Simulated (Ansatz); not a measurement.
**[NH2]− (SMILES [NH2-]): BCCD(T)/3-21G**

What is the energy change on altering one bond length of [NH2]− at BCCD(T)/3-21G? 

The results are computed with Ansatz 0.2.0.

2 further runs of the same task are left out: 2 that didn't finish.

## (1) The system as given

The species is [NH2]− (3 atoms), meant as a singlet with charge -1. SMILES: `[NH2-]`. Geometry: relaxed at PBE0-D4/def2-TZVPD.

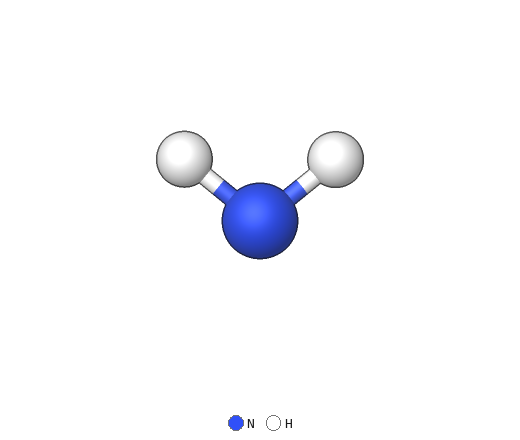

The structure, seen from a chosen angle (nitrogen blue, hydrogen white).

## (2) A single-point energy at BCCD(T)/3-21G

Contents of job.yaml:

```yaml
crystal:
  periodic: [false, false, false]
  atoms:
    - symbol: "N"
      position_ang: [0.342200, -0.203000, 0.168700]
    - symbol: H
      position_ang: [0.125500, 0.801200, 0.156000]
    - symbol: H
      position_ang: [-0.467700, -0.598200, -0.324700]
basis:
  gaussian: {orbitals: 3-21G.json}
total_charge: -1
correlation: {method: bccd_t, frozen_orbitals: {H: 0, "N": 1}}
accuracy: high
scf: {omitted_lower_state_checks: [cluster_reference, increment]}
```

The basis set 3-21G is read from a file made from the Basis Set Exchange's data (not shown).

Run with:

```
$ ansatz run job.yaml --threads 1 --pin off --max-ram 2610MiB --events-out events.jsonl --progress --plain --runs-dir runs
```

Standard output:

```text
Warning: RAYON_NUM_THREADS=1 ignored (pool sized by the plan → 1); use --threads N
Functional definition: HF
  name "HF"
  exchange = exact_x
  correlation = 0
these checks for a lower state are left out or cut short: cluster_reference, increment
250 factors; integrals over basis functions are off by at most 3.4e-9 eV
mean field evaluation 1: about -1499.7951 eV, gradient 1.2e1 eV
mean field evaluation 2: about -1499.7995 eV, gradient 1.2e1 eV
mean field evaluation 4: about -1500.2744 eV, gradient 6.6e-1 eV
mean field evaluation 8: about -1500.2754 eV, gradient 5.3e-4 eV
mean field -1500.27540641 eV, -55.1341042623 hartree, gradient 3.4e-8 eV, S^2 0.000000; 0 other end points of the search recorded, 0 dependent functions left out
1 core orbitals not correlated: weight in the atoms' cores, before any rotation towards them, 1.000 or more for the frozen orbitals, at most 0.000 for the correlated occupied ones
reference -1500.27540641 eV, -55.1341042623 hartree; 4, 4 occupied and 8, 8 virtual orbitals, 250 factors
second order -2.79978731 eV of doubles, -0.00000000 eV of singles
cycle   1  -2.97818768 eV  change   -1.8e-1 eV  update   3.6e-2
cycle   2  -3.06920404 eV  change   -9.1e-2 eV  update   1.3e-2
cycle   3  -3.08859356 eV  change   -1.9e-2 eV  update   4.5e-3
cycle   4  -3.08893270 eV  change   -3.4e-4 eV  update   1.4e-3
cycle   5  -3.08866064 eV  change    2.7e-4 eV  update   4.7e-4
cycle   6  -3.08854352 eV  change    1.2e-4 eV  update   1.3e-4
cycle   7  -3.08855045 eV  change   -6.9e-6 eV  update   2.9e-5
cycle   8  -3.08855084 eV  change   -3.9e-7 eV  update   6.4e-6
cycle   9  -3.08854957 eV  change    1.3e-6 eV  update   1.6e-6
cycle  10  -3.08855004 eV  change   -4.8e-7 eV  update   2.7e-7
cycle  11  -3.08854991 eV  change    1.3e-7 eV  update   5.3e-8
cycle  12  -3.08854995 eV  change   -3.7e-8 eV  update   2.0e-8
cycle  13  -3.08854992 eV  change    3.3e-8 eV  update   1.4e-8
cycle  14  -3.08854994 eV  change   -2.0e-8 eV  update   1.3e-8
cycle  15  -3.08854934 eV  change    5.9e-7 eV  update   9.2e-8
cycle  16  -3.08854928 eV  change    6.7e-8 eV  update   2.8e-8
cycle  17  -3.08854924 eV  change    3.3e-8 eV  update   8.8e-9
cycle  18  -3.08854924 eV  change    5.3e-9 eV  update   2.6e-9
cycle  19  -3.08854924 eV  change   2.6e-10 eV  update   1.1e-9
cycle  20  -3.08854924 eV  change   5.9e-11 eV  update  3.5e-10
perturbative correction -0.05625066 eV, -0.0020671737 hartree
Total energy: -1503.42020631 eV, -55.2496735270 hartree
Checks for a lower state left out: cluster_reference, increment
```

It took 0.26 s on 1 thread of Arm Neoverse N1, shared host.

## (3) The distorted shape at the same level

Contents of molecule.yaml:

```yaml
crystal:
  periodic: [false, false, false]
  atoms:
    - {symbol: "N", position_ang: [0.396366, -0.454009, 0.171874]}
    - {symbol: H, position_ang: [0.125500, 0.801200, 0.156000]}
    - {symbol: H, position_ang: [-0.413534, -0.849209, -0.321526]}
basis:
  gaussian: {orbitals: 3-21G.json}
total_charge: -1
correlation: {method: bccd_t, frozen_orbitals: {H: 0, "N": 1}}
accuracy: high
scf: {omitted_lower_state_checks: [cluster_reference, increment]}
```

The basis set 3-21G is read from a file made from the Basis Set Exchange's data (not shown).

Run with:

```
$ ansatz run molecule.yaml --threads 1 --pin off --max-ram 2610MiB --events-out events.jsonl --progress --plain --runs-dir runs
```

Standard output:

```text
Warning: RAYON_NUM_THREADS=1 ignored (pool sized by the plan → 1); use --threads N
[... 4 set-up lines as earlier in the session ...]
these checks for a lower state are left out or cut short: cluster_reference, increment
248 factors; integrals over basis functions are off by at most 3.3e-9 eV
mean field evaluation 1: about -1499.3556 eV, gradient 1.2e1 eV
mean field evaluation 2: about -1499.3602 eV, gradient 1.2e1 eV
mean field evaluation 4: about -1499.8341 eV, gradient 6.0e-1 eV
mean field evaluation 8: about -1499.8353 eV, gradient 3.0e-4 eV
mean field -1499.83527830 eV, -55.1179298526 hartree, gradient 2.1e-8 eV, S^2 0.000000; 0 other end points of the search recorded, 0 dependent functions left out
1 core orbitals not correlated: weight in the atoms' cores, before any rotation towards them, 1.000 or more for the frozen orbitals, at most 0.000 for the correlated occupied ones
reference -1499.83527830 eV, -55.1179298526 hartree; 4, 4 occupied and 8, 8 virtual orbitals, 248 factors
second order -2.89216384 eV of doubles, -0.00000000 eV of singles
cycle   1  -3.09716284 eV  change   -2.0e-1 eV  update   4.8e-2
cycle   2  -3.22266407 eV  change   -1.3e-1 eV  update   1.9e-2
cycle   3  -3.26072510 eV  change   -3.8e-2 eV  update   8.3e-3
cycle   4  -3.25976686 eV  change    9.6e-4 eV  update   2.1e-3
cycle   5  -3.25963339 eV  change    1.3e-4 eV  update   7.0e-4
cycle   6  -3.25942293 eV  change    2.1e-4 eV  update   2.4e-4
cycle   7  -3.25948847 eV  change   -6.6e-5 eV  update   6.2e-5
cycle   8  -3.25950532 eV  change   -1.7e-5 eV  update   1.4e-5
cycle   9  -3.25950070 eV  change    4.6e-6 eV  update   3.6e-6
cycle  10  -3.25950184 eV  change   -1.1e-6 eV  update   9.6e-7
cycle  11  -3.25950105 eV  change    7.9e-7 eV  update   2.8e-7
cycle  12  -3.25950105 eV  change    4.8e-9 eV  update   7.8e-8
cycle  13  -3.25950101 eV  change    3.3e-8 eV  update   2.7e-8
cycle  14  -3.25950103 eV  change   -1.2e-8 eV  update   1.7e-8
cycle  15  -3.25950053 eV  change    4.9e-7 eV  update   1.0e-7
cycle  16  -3.25950042 eV  change    1.1e-7 eV  update   3.8e-8
cycle  17  -3.25950039 eV  change    2.9e-8 eV  update   9.6e-9
cycle  18  -3.25950040 eV  change   -6.5e-9 eV  update   2.9e-9
cycle  19  -3.25950040 eV  change  -7.4e-10 eV  update  7.2e-10
perturbative correction -0.07917751 eV, -0.0029097198 hartree
Total energy: -1503.17395621 eV, -55.2406240026 hartree
Checks for a lower state left out: cluster_reference, increment
```

Run time: 0.26 s. Hardware: 1 thread of Arm Neoverse N1, shared host.

## (4) What came out

At BCCD(T)/3-21G, 1 core orbital frozen:

```
                                                         quantity         value
                                        first shape: total energy  -55.24967 Eh
          first shape: correlation energy (1 core orbital frozen)    -115.6 mEh
                                      first shape: (T) correction     -2.07 mEh
                                    distorted shape: total energy  -55.24062 Eh
      distorted shape: correlation energy (1 core orbital frozen)    -122.7 mEh
                                  distorted shape: (T) correction     -2.91 mEh
energy change with the N1–H2 bond stretched from 1.027 to 1.284 Å      0.246 eV
```

With the N1–H2 bond stretched from 1.027 to 1.284 Å the energy rises by 0.25 eV (23.8 kJ/mol). The first shape isn't relaxed at this level, so the change isn't measured from a minimum. The triples (first shape) make up 1.8 % of the correlation energy. The triples (distorted shape) make up 2.4 % of the correlation energy.
